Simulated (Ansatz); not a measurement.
## Ta (bcc, W type), scan of one atom of the cell

Ta (bcc, W type)

```
CELL_PARAMETERS angstrom
     -3.31974     3.31974     3.31974
      1.65987    -1.65987     1.65987
      1.65987     1.65987    -1.65987
ATOMIC_POSITIONS crystal
  Ta 0.00000 0.00000 0.00000
  Ta 0.50000 0.00000 0.00000
```

Scan: atom 1 (Ta, nearest neighbour Ta at 2.875 Å; its periodic images, 2.9 Å or more away, move with it) is displaced along Cartesian z, direction (0.000, 0.000, 1.000) in Cartesian axes, by s. The other atoms stay.

Calculation: PBE (plane waves to 420 eV, PAW, scalar-relativistic; Ansatz, a quantum-chemistry and plane-wave program). k mesh 8×16×16 (Γ-centred), Fermi-Dirac smearing 0.05 eV. The energy includes the smearing's −TS. Left out: 4 of 11 points, with atoms too close for the PAW data. With partly filled bands, energies and forces of such displacements shift with the k mesh and the smearing. On this mesh the relaxed cell isn't quite at rest: it carries a pressure of 0.2 GPa (compression positive) at the zero of the scan. Spin-orbit coupling is left out, though Ta is heavy. Ta is run without spin polarisation. Ta was relaxed with its symmetry unable to fall. The PAW data are Ansatz's earlier set. ΔE is measured from the undisplaced structure.

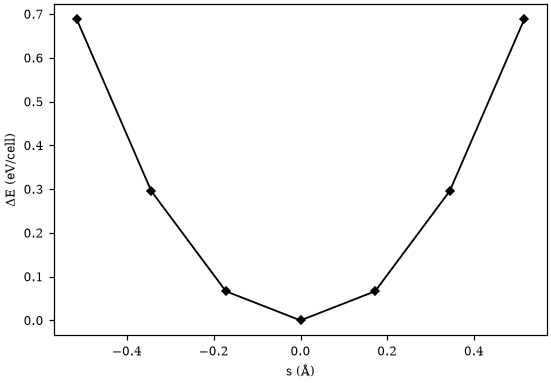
Figure: ΔE (eV/cell) against s (Å); computed points joined by lines.

The force along the line at s = -0.516 Å is 2.83 eV/Å and the energy at s = 0.516 Å is 688 meV/cell. Shape of the curve: a single well with its minimum at or next to zero displacement. Symmetry of the curve: even: the same for both signs.

With its periodic images moving along, the atom's site symmetry in this cell is mmm.

(For displaced atoms, the force is minus the slope of the energy, and its curvature is a force constant, which sets phonon frequencies.)
